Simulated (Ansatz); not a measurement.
```xyz
10

C    -1.0835   -1.3171    2.0594
C    -0.0376   -1.3452    0.9253
C     0.8550   -0.1760    1.0466
F     0.7157   -2.4604    0.9563
F     0.4227    0.9961    0.9493
F     2.0735   -0.2849    1.2878
H    -1.7096   -2.2077    1.9029
H    -0.5869   -1.3884    3.0368
H    -1.7128   -0.4180    2.0041
H    -0.5548   -1.2364   -0.0570
```

Geometry: r2SCAN-D4/def2-SVP.

Method: isolated molecule in a Gaussian basis; Kohn-Sham density functional theory, functional PBE0 (Ansatz 0.2.0).

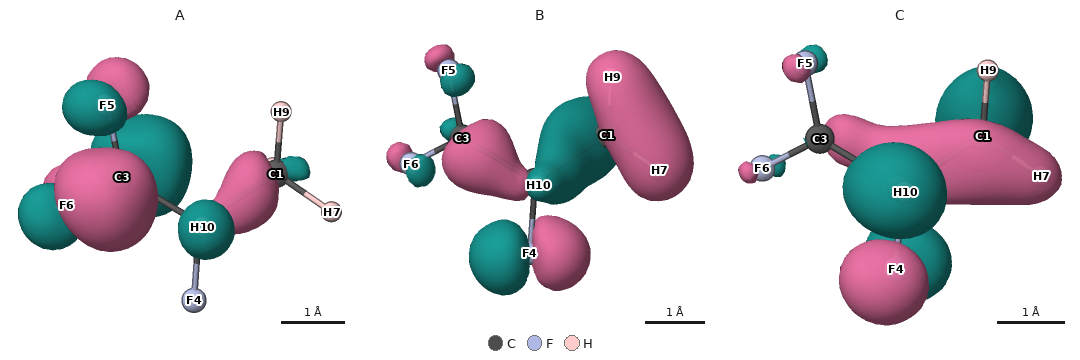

C$_{3}$H$_{4}$F$_{3}$ (SMILES C[C@H](F)[C+](F)F) (charge +1). Three frontier orbitals at ±0.15 Å⁻³ᐟ² (teal and pink are the two phases), in no order.

**Which picture is the HOMO−1, the HOMO and the LUMO?**

B is the HOMO−1 (−16.57 eV). It lies mainly on F4 (about 30 %), C1 (about 25 %), C2 (about 10 %), H7 (about 10 %), C3 (about 5 %) and H8 (about 5 %). C is the HOMO (−16.23 eV). Its weight (Hirshfeld) is mainly on F4 (about 35 %), C1 (about 20 %), C2 (about 15 %), H10 (about 10 %) and H8 (about 10 %). A is the LUMO (−9.84 eV). Its weight (Hirshfeld) is mainly on C3 (about 50 %), F6 (about 15 %), F5 (about 15 %) and C2 (about 10 %).

**What is the HOMO–LUMO gap?**

6.39 eV between the orbital energies.
